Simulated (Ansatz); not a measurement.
# C₂H₂FN: one molecule under many settings

How do the results and run time of C₂H₂FN respond when the settings are drawn wide?

Computed with Ansatz 0.2.0, Gaussian basis. Level: the settings change from run to run.

## Step 1: The relaxed structure

The structure was relaxed beforehand with PBE0-D4 in a triple-zeta def2 set.

6 atoms, charge 0, spin multiplicity 1.

Atoms are counted from 1 here; the program's logs count them from 0.

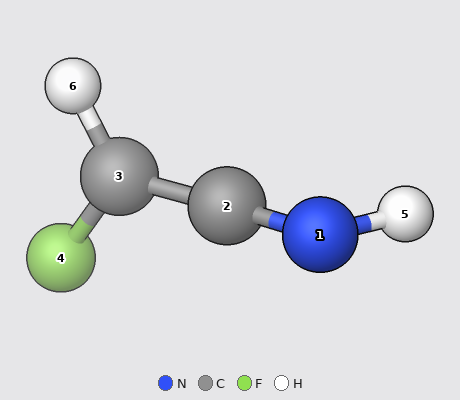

The geometry (nitrogen blue, carbon grey, fluorine green, hydrogen white); atoms are numbered from 1 in the order of the file.

As a file:

```
atom    x (Å)    y (Å)    z (Å)
  N1  -0.1378   1.3033  -0.9252
  C2   0.0063   0.3292  -0.2030
  C3   0.2575  -0.6309   0.6506
  F4   1.0085  -1.6928   0.3082
  H5  -0.9573   1.2696  -1.5337
  H6  -0.1351  -0.6425   1.6569
```

## Step 2: CAM-B3LYP/def2-SVPD

Set apart from the defaults: coordinates scaled by 1.12, D4 dispersion.

The input, in.yaml:

```yaml
crystal:
  periodic: [false, false, false]
  atoms:
    - {symbol: N, position_ang: [-0.154336, 1.459664, -1.036269]}
    - {symbol: C, position_ang: [0.007013, 0.368749, -0.227319]}
    - {symbol: C, position_ang: [0.288437, -0.706575, 0.728685]}
    - {symbol: F, position_ang: [1.129488, -1.895934, 0.345174]}
    - {symbol: H, position_ang: [-1.072120, 1.421963, -1.717738]}
    - {symbol: H, position_ang: [-0.151330, -0.719546, 1.855723]}
basis:
  gaussian: {orbitals: def2-SVPD}
hamiltonian: {xc: {name: CAM-B3LYP}, dispersion: d4}
```

Launch:

```console
$ ansatz run in.yaml --threads 2 --pin off --events-out ev --progress --plain --max-ram 4352MiB
```

What it wrote:

```text
Functional definition: CAM-B3LYP
  name "CAM-B3LYP"
  cite "Yanai, Tew & Handy, Chem. Phys. Lett. 393, 51 (2004) doi:10.1016/j.cplett.2004.06.011"
  cite "Iikura, Tsuneda, Yanai & Hirao, J. Chem. Phys. 115, 3540 (2001) doi:10.1063/1.1383587"
  cite "Becke, Phys. Rev. A 38, 3098 (1988) doi:10.1103/PhysRevA.38.3098"
  cite "Lee, Yang & Parr, Phys. Rev. B 37, 785 (1988) doi:10.1103/PhysRevB.37.785"
  cite "Vosko, Wilk & Nusair, Can. J. Phys. 58, 1200 (1980) doi:10.1139/p80-159"
  parameter alpha = 0.19
  parameter beta = 0.46
  parameter omega = 0.33/bohr
  parameter ac = 0.81
  # Exact exchange under (alpha + beta erf(omega r))/r, Becke's under what is left of 1/r.
  exchange = (1 - alpha - beta)*b88_x + beta*b88_x_sr(omega) + alpha*exact_x + beta*exact_x_lr(omega)
  correlation = (1 - ac)*vwn5_c + ac*lyp_c
826 factors; their error is unknown
311 factors; integrals over basis functions are off by at most 3.4e-5 eV
mean field evaluation 1: about -6299.6076 eV, gradient 3.6e1 eV
mean field evaluation 2: about -6295.8056 eV, gradient 5.7e1 eV
mean field evaluation 4: about -6302.1312 eV, gradient 2.6e0 eV
mean field evaluation 8: about -6302.1473 eV, gradient 6.0e-2 eV
mean field evaluation 16: about -6302.1347 eV, gradient 4.0e-5 eV
mean field -6302.13474495 eV, -231.5991801366 hartree, gradient 4.0e-5 eV, S^2 0.000000; 0 other end points of the search recorded, 0 dependent functions left out
reference -6302.13485871 eV, -231.5991843171 hartree; 15, 15 occupied and 84, 84 virtual orbitals, 826 factors
Total energy: -6302.19312836 eV, -231.6013256874 hartree
```

It took 0.95 s on 2 threads of Intel Xeon 6975P-C, shared host.

## Step 3: B2GP-PLYP/def2-TZVP

Options: relativity set to scalar.

The input, in.yaml:

```yaml
crystal:
  periodic: [false, false, false]
  atoms:
    - {symbol: N, position_ang: [-0.137800, 1.303271, -0.925240]}
    - {symbol: C, position_ang: [0.006262, 0.329240, -0.202964]}
    - {symbol: C, position_ang: [0.257533, -0.630870, 0.650612]}
    - {symbol: F, position_ang: [1.008472, -1.692798, 0.308191]}
    - {symbol: H, position_ang: [-0.957250, 1.269610, -1.533695]}
    - {symbol: H, position_ang: [-0.135116, -0.642452, 1.656896]}
basis:
  gaussian: {orbitals: def2-TZVP}
hamiltonian: {xc: {name: B2GP-PLYP}, pseudopotentials: {relativity: scalar}}
output: {forces: true}
```

Same command.

What it wrote, cut to the lines that bear on the results:

```text
Functional definition: B2GP-PLYP
  name "B2GP-PLYP"
  cite "Karton, Tarnopolsky, Lamère, Schatz & Martin, J. Phys. Chem. A 112, 12868 (2008) doi:10.1021/jp801805p"
  cite "Becke, Phys. Rev. A 38, 3098 (1988) doi:10.1103/PhysRevA.38.3098"
  cite "Lee, Yang & Parr, Phys. Rev. B 37, 785 (1988) doi:10.1103/PhysRevB.37.785"
[...]
906 factors; integrals over basis functions are off by at most 1.4e-3 eV
[...]
mean field -6303.46884991 eV, -231.6482075897 hartree, gradient 4.2e-6 eV, S^2 0.000000; 0 other end points of the search recorded, 0 dependent functions left out
4 core orbitals not correlated: weight in the atoms' cores, before any rotation towards them, 1.000 or more for the frozen orbitals, at most 0.000 for the correlated occupied ones
reference -6303.46894113 eV, -231.6482109417 hartree; 11, 11 occupied and 121, 121 virtual orbitals, 906 factors
second order -23.34551247 eV of doubles, -0.00000000 eV of singles
[...]
Total energy: -6311.87332562 eV, -231.9570663750 hartree
Relativity: scalar
Atom 0 at    -0.137800     1.303271    -0.925240 Å, force    -0.105184     0.248695    -0.240329 eV/Å
Atom 1 at     0.006262     0.329240    -0.202964 Å, force     0.025930    -0.223606     0.140265 eV/Å
Atom 2 at     0.257533    -0.630870     0.650612 Å, force    -0.184690     0.151847     0.259654 eV/Å
Atom 3 at     1.008472    -1.692798     0.308191 Å, force     0.124156    -0.171728    -0.059922 eV/Å
Atom 4 at    -0.957250     1.269610    -1.533695 Å, force     0.071395     0.007851     0.048558 eV/Å
Atom 5 at    -0.135116    -0.642452     1.656896 Å, force     0.068393    -0.013060    -0.148226 eV/Å
Dipole moment:    -0.414021     0.059969     0.013375 e Å
```

Run time: 3.8 s. Hardware: 2 threads of Intel Xeon 6975P-C, shared host; peak memory 0.32 GiB.

Largest force 0.361 eV/Å, dipole 2.01 D.

## Step 4: RPBE/def2-mTZVPP

This run has atoms shaken by 0.03 Å, relativity set to none.

The input, in.yaml:

```yaml
crystal:
  periodic: [false, false, false]
  atoms:
    - {symbol: N, position_ang: [-0.208997, 1.268833, -0.957561]}
    - {symbol: C, position_ang: [0.011259, 0.285628, -0.288979]}
    - {symbol: C, position_ang: [0.245554, -0.655383, 0.668180]}
    - {symbol: F, position_ang: [0.994427, -1.724015, 0.335817]}
    - {symbol: H, position_ang: [-0.955893, 1.235998, -1.503740]}
    - {symbol: H, position_ang: [-0.150333, -0.647875, 1.648976]}
basis:
  gaussian: {orbitals: def2-mTZVPP}
hamiltonian: {xc: {name: RPBE}, pseudopotentials: {relativity: none}}
output: {forces: true}
```

The command is unchanged.

What it wrote, cut to the lines that bear on the results:

```text
Functional definition: RPBE
  name "RPBE"
  cite "Hammer, Hansen & Nørskov, Phys. Rev. B 59, 7413 (1999) doi:10.1103/PhysRevB.59.7413"
  cite "Perdew, Burke & Ernzerhof, Phys. Rev. Lett. 77, 3865 (1996) doi:10.1103/PhysRevLett.77.3865"
[...]
790 factors; their error is unknown
[...]
mean field -6313.23617640 eV, -232.0071502176 hartree, gradient 3.1e-5 eV, S^2 0.000000; 0 other end points of the search recorded, 0 dependent functions left out
[...]
reference -6313.23620174 eV, -232.0071511487 hartree; 15, 15 occupied and 81, 81 virtual orbitals, 790 factors
Total energy: -6313.23620174 eV, -232.0071511487 hartree
Atom 0 at    -0.208997     1.268833    -0.957561 Å, force     4.398582     1.779825     1.944447 eV/Å
Atom 1 at     0.011259     0.285628    -0.288979 Å, force     0.181188    -2.645990     3.255992 eV/Å
Atom 2 at     0.245554    -0.655383     0.668180 Å, force    -0.083895     1.814865    -2.648767 eV/Å
Atom 3 at     0.994427    -1.724015     0.335817 Å, force     0.689140    -1.046043    -0.036469 eV/Å
Atom 4 at    -0.955893     1.235998    -1.503740 Å, force    -4.694655    -0.032016    -3.525913 eV/Å
Atom 5 at    -0.150333    -0.647875     1.648976 Å, force    -0.490360     0.129359     1.010710 eV/Å
Dipole moment:    -0.373946     0.080057    -0.000391 e Å
```

Run time: 0.6 s. Hardware: 2 threads of Intel Xeon 6975P-C, shared host.

Largest force 5.871 eV/Å, dipole 1.84 D.

## Step 5: PBE0/def2-SVPD

Set apart from the defaults: D3(BJ) with three-body dispersion, the search for lower states set to light.

The input, in.yaml:

```yaml
crystal:
  periodic: [false, false, false]
  atoms:
    - {symbol: N, position_ang: [-0.137800, 1.303271, -0.925240]}
    - {symbol: C, position_ang: [0.006262, 0.329240, -0.202964]}
    - {symbol: C, position_ang: [0.257533, -0.630870, 0.650612]}
    - {symbol: F, position_ang: [1.008472, -1.692798, 0.308191]}
    - {symbol: H, position_ang: [-0.957250, 1.269610, -1.533695]}
    - {symbol: H, position_ang: [-0.135116, -0.642452, 1.656896]}
basis:
  gaussian: {orbitals: def2-SVPD}
hamiltonian: {xc: {name: PBE0}, dispersion: d3bjatm}
scf: {lower_state_search: light}
output: {forces: true}
```

Same command.

What it wrote, cut to the lines that bear on the results:

```text
Functional definition: PBE0
  name "PBE0"
  cite "Adamo & Barone, J. Chem. Phys. 110, 6158 (1999) doi:10.1063/1.478522"
  cite "Perdew, Burke & Ernzerhof, Phys. Rev. Lett. 77, 3865 (1996) doi:10.1103/PhysRevLett.77.3865"
  parent pbe
[...]
826 factors; their error is unknown
[...]
mean field -6299.97868114 eV, -231.5199462529 hartree, gradient 3.2e-5 eV, S^2 0.000000; 0 other end points of the search recorded, 0 dependent functions left out
[...]
reference -6299.97871005 eV, -231.5199473155 hartree; 15, 15 occupied and 84, 84 virtual orbitals, 826 factors
Total energy: -6300.04588314 eV, -231.5224158809 hartree
Atom 0 at    -0.137800     1.303271    -0.925240 Å, force    -0.045626     0.274470    -0.218891 eV/Å
Atom 1 at     0.006262     0.329240    -0.202964 Å, force     0.007104     0.108579    -0.067682 eV/Å
Atom 2 at     0.257533    -0.630870     0.650612 Å, force     0.202674    -0.398176     0.088716 eV/Å
Atom 3 at     1.008472    -1.692798     0.308191 Å, force     0.028898    -0.043759    -0.015126 eV/Å
Atom 4 at    -0.957250     1.269610    -1.533695 Å, force    -0.069878     0.062908    -0.092531 eV/Å
Atom 5 at    -0.135116    -0.642452     1.656896 Å, force    -0.123172    -0.004021     0.305514 eV/Å
Dipole moment:    -0.400650     0.064716     0.013598 e Å
```

It took 0.8 s on 2 threads of Intel Xeon 6975P-C, shared host.

Largest force 0.456 eV/Å, dipole 1.95 D.

## Step 6: B2GP-PLYP/STO-3G

This run has unrestricted orbitals.

in.yaml, as its differences from that of step 5:

```diff
@@ -10,5 +10,4 @@
 basis:
-  gaussian: {orbitals: def2-SVPD}
-hamiltonian: {xc: {name: PBE0}, dispersion: d3bjatm}
-scf: {lower_state_search: light}
-output: {forces: true}
+  gaussian: {orbitals: STO-3G}
+magnetization: {spin_polarized: true, initial_magnetization: 0}
+hamiltonian: {xc: {name: B2GP-PLYP}}
```

Same command.

What it wrote, cut to the lines that bear on the results:

```text
Functional definition: B2GP-PLYP
  name "B2GP-PLYP"
  cite "Karton, Tarnopolsky, Lamère, Schatz & Martin, J. Phys. Chem. A 112, 12868 (2008) doi:10.1021/jp801805p"
  cite "Becke, Phys. Rev. A 38, 3098 (1988) doi:10.1103/PhysRevA.38.3098"
  cite "Lee, Yang & Parr, Phys. Rev. B 37, 785 (1988) doi:10.1103/PhysRevB.37.785"
[...]
307 factors; integrals over basis functions are off by at most 3.5e-5 eV
[...]
mean field -6212.18367279 eV, -228.2935392058 hartree, gradient 2.9e-6 eV, S^2 0.000000; 2 other end points of the search recorded, 0 dependent functions left out
4 core orbitals not correlated: weight in the atoms' cores, before any rotation towards them, 1.000 or more for the frozen orbitals, at most 0.000 for the correlated occupied ones
reference -6212.18373701 eV, -228.2935415657 hartree; 11, 11 occupied and 7, 7 virtual orbitals, 307 factors
second order -6.61653820 eV of doubles, -0.00000000 eV of singles
Total energy: -6214.56569076 eV, -228.3810767516 hartree
```

It took 0.7 s on 2 threads of Intel Xeon 6975P-C, shared host.

⟨S²⟩ 0.000.

## Step 7: SVWN5/def2-mTZVPP

This run has atoms shaken by 0.08 Å.

The input, in.yaml:

```yaml
crystal:
  periodic: [false, false, false]
  atoms:
    - {symbol: N, position_ang: [-0.131764, 1.363866, -1.000894]}
    - {symbol: C, position_ang: [-0.001257, 0.377682, -0.248610]}
    - {symbol: C, position_ang: [0.203327, -0.741808, 0.670642]}
    - {symbol: F, position_ang: [0.926764, -1.589792, 0.291582]}
    - {symbol: H, position_ang: [-1.034792, 1.288223, -1.445817]}
    - {symbol: H, position_ang: [-0.159147, -0.705744, 1.703056]}
basis:
  gaussian: {orbitals: def2-mTZVPP}
hamiltonian: {xc: {name: SVWN5}}
```

Same command.

What it wrote:

```text
Functional definition: SVWN5
  name "SVWN5"
  cite "Dirac, Proc. Camb. Phil. Soc. 26, 376 (1930) doi:10.1017/S0305004100016108"
  cite "Slater, Phys. Rev. 81, 385 (1951) doi:10.1103/PhysRev.81.385"
  cite "Vosko, Wilk & Nusair, Can. J. Phys. 58, 1200 (1980) doi:10.1139/p80-159"
  exchange = slater_x
  correlation = vwn5_c
790 factors; their error is unknown
mean field evaluation 1: about -6257.2410 eV, gradient 5.7e1 eV
mean field evaluation 2: about -6240.7442 eV, gradient 9.6e1 eV
mean field evaluation 4: about -6263.7781 eV, gradient 6.9e0 eV
mean field evaluation 8: about -6263.8852 eV, gradient 1.8e-1 eV
mean field evaluation 16: about -6263.8706 eV, gradient 2.6e-4 eV
mean field -6263.87056522 eV, -230.1929974679 hartree, gradient 4.6e-5 eV, S^2 0.000000; 0 other end points of the search recorded, 0 dependent functions left out
reference -6263.87058910 eV, -230.1929983453 hartree; 15, 15 occupied and 81, 81 virtual orbitals, 790 factors
Total energy: -6263.87058910 eV, -230.1929983453 hartree
```

It took 0.5 s on 2 threads of Intel Xeon 6975P-C, shared host.

## Step 8: wB97X/aug-pcseg-2

The input, in.yaml:

```yaml
crystal:
  periodic: [false, false, false]
  atoms:
    - {symbol: N, position_ang: [-0.137800, 1.303271, -0.925240]}
    - {symbol: C, position_ang: [0.006262, 0.329240, -0.202964]}
    - {symbol: C, position_ang: [0.257533, -0.630870, 0.650612]}
    - {symbol: F, position_ang: [1.008472, -1.692798, 0.308191]}
    - {symbol: H, position_ang: [-0.957250, 1.269610, -1.533695]}
    - {symbol: H, position_ang: [-0.135116, -0.642452, 1.656896]}
basis:
  gaussian: {orbitals: aug-pcseg-2}
hamiltonian: {xc: {name: wB97X}}
```

The command is unchanged.

What it wrote, cut to the lines that bear on the results:

```text
Functional definition: wB97X
  name "wB97X"
  cite "Chai & Head-Gordon, J. Chem. Phys. 128, 084106 (2008) doi:10.1063/1.2834918"
  cite "Becke, J. Chem. Phys. 107, 8554 (1997) doi:10.1063/1.475007"
[...]
  # The coefficients of nought are those of the uniform gas.
[...]
      + exact_x_lr(omega)
[...]
      + integral(e_c_pw_opposite_spin*poly(b97_u_opposite, 1, cos1, cos2, cos3, cos4))
905 factors; their error is unknown
402 factors; integrals over basis functions are off by at most 3.2e-5 eV
[...]
mean field -6312.06674482 eV, -231.9641743995 hartree, gradient 8.5e-5 eV, S^2 0.000000; 0 other end points of the search recorded, 0 dependent functions left out
reference -6312.06669789 eV, -231.9641726748 hartree; 15, 15 occupied and 215, 215 virtual orbitals, 905 factors
Total energy: -6312.06669789 eV, -231.9641726748 hartree
```

Run time: 4.9 s. Hardware: 2 threads of Intel Xeon 6975P-C, shared host; peak memory 0.61 GiB.

## Step 9: B3LYP/6-31G*

This run has charge +1, multiplicity 2.

in.yaml, as its differences from that of step 8:

```diff
@@ -10,3 +10,5 @@
 basis:
-  gaussian: {orbitals: aug-pcseg-2}
-hamiltonian: {xc: {name: wB97X}}
+  gaussian: {orbitals: "6-31G*"}
+total_charge: 1
+magnetization: {spin_polarized: true, initial_magnetization: 1}
+hamiltonian: {xc: {name: B3LYP}}
```

Launched as before.

What it wrote, cut to the lines that bear on the results:

```text
Functional definition: B3LYP
  name "B3LYP"
  cite "Stephens, Devlin, Chabalowski & Frisch, J. Phys. Chem. 98, 11623 (1994) doi:10.1021/j100096a001"
  cite "Becke, Phys. Rev. A 38, 3098 (1988) doi:10.1103/PhysRevA.38.3098"
  cite "Lee, Yang & Parr, Phys. Rev. B 37, 785 (1988) doi:10.1103/PhysRevB.37.785"
  cite "Vosko, Wilk & Nusair, Can. J. Phys. 58, 1200 (1980) doi:10.1139/p80-159"
[...]
615 factors; integrals over basis functions are off by at most 9.7e-4 eV
[...]
mean field -6301.76656412 eV, -231.5856497406 hartree, gradient 7.1e-5 eV, S^2 0.756449; 0 other end points of the search recorded, 0 dependent functions left out
reference -6301.76670803 eV, -231.5856550293 hartree; 15, 14 occupied and 49, 50 virtual orbitals, 615 factors
Total energy: -6301.76670803 eV, -231.5856550293 hartree
```

Run time: 0.85 s. Hardware: 2 threads of Intel Xeon 6975P-C, shared host.

⟨S²⟩ 0.756.

## Step 10: PBE/6-31G*

This run has D3(BJ) dispersion.

in.yaml, as its differences from that of step 9:

```diff
@@ -11,4 +11,3 @@
   gaussian: {orbitals: "6-31G*"}
-total_charge: 1
-magnetization: {spin_polarized: true, initial_magnetization: 1}
-hamiltonian: {xc: {name: B3LYP}}
+hamiltonian: {xc: {name: PBE}, dispersion: d3bj}
+output: {forces: true}
```

Same command.

What it wrote, cut to the lines that bear on the results:

```text
Functional definition: PBE
  name "PBE"
  cite "Perdew, Burke & Ernzerhof, Phys. Rev. Lett. 77, 3865 (1996) doi:10.1103/PhysRevLett.77.3865"
  parent pbe
[...]
718 factors; their error is unknown
[...]
mean field -6304.02931093 eV, -231.6688041522 hartree, gradient 5.6e-5 eV, S^2 0.000000; 0 other end points of the search recorded, 0 dependent functions left out
[...]
reference -6304.02932731 eV, -231.6688047539 hartree; 15, 15 occupied and 49, 49 virtual orbitals, 718 factors
Total energy: -6304.10971239 eV, -231.6717588512 hartree
Atom 0 at    -0.137800     1.303271    -0.925240 Å, force     0.259389     1.435316    -0.733543 eV/Å
Atom 1 at     0.006262     0.329240    -0.202964 Å, force    -0.085293    -0.554579     0.390615 eV/Å
Atom 2 at     0.257533    -0.630870     0.650612 Å, force    -0.006210    -0.200887     0.433890 eV/Å
Atom 3 at     1.008472    -1.692798     0.308191 Å, force     0.451536    -0.675803    -0.135129 eV/Å
Atom 4 at    -0.957250     1.269610    -1.533695 Å, force    -0.466337     0.012417    -0.366094 eV/Å
Atom 5 at    -0.135116    -0.642452     1.656896 Å, force    -0.153085    -0.016464     0.410260 eV/Å
Dipole moment:    -0.383110     0.004398     0.003545 e Å
```

It took 0.45 s on 2 threads of Intel Xeon 6975P-C, shared host.

Largest force 1.633 eV/Å, dipole 1.84 D.

## Step 11: The runs in one table

```
              level  charge  multiplicity  geometry  functions  energy (eV)    time
CAM-B3LYP/def2-SVPD       0             1    scaled         99    -6302.193  0.95 s
B2GP-PLYP/def2-TZVP       0             1   relaxed        136    -6311.873   3.8 s
   RPBE/def2-mTZVPP       0             1    shaken         96    -6313.236   0.6 s
     PBE0/def2-SVPD       0             1   relaxed         99    -6300.046   0.8 s
   B2GP-PLYP/STO-3G       0             1   relaxed         22    -6214.566   0.7 s
  SVWN5/def2-mTZVPP       0             1    shaken         96    -6263.871   0.5 s
  wB97X/aug-pcseg-2       0             1   relaxed        230    -6312.067   4.9 s
       B3LYP/6-31G*       1             2   relaxed         64    -6301.767  0.85 s
         PBE/6-31G*       0             1   relaxed         64    -6304.110  0.45 s
```

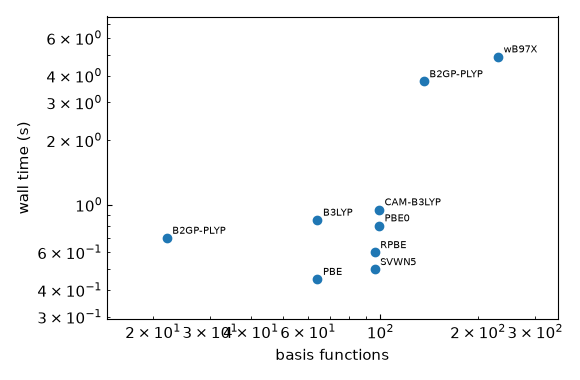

Wall time against the number of basis functions (shared host).

## Step 12: Outcome

| quantity | value |
| --- | --- |
| runs | 9 |
| quickest | PBE/6-31G*, 0.45 s |
| slowest | wB97X/aug-pcseg-2, 4.9 s |
| spread of total energies, same state and geometry | 97.5 eV |
| dipole, same state and geometry | 1.84 to 2.01 D |

What this shows: Run time spans a factor of 11, from PBE/6-31G* to wB97X/aug-pcseg-2. The jobs differ in tasks and options as well as level. Total energies at one charge and spin differ by 98 eV between levels, so only differences within one level mean anything. At the PBE0-D4/def2-TZVP geometry and in the same state, runs without warnings or point charges leave forces up to 1.63 eV/Å (PBE/6-31G*), against 5.9 eV/Å where the atoms were moved. At that geometry and state the dipole changes by 9 % between the lowest and highest value.
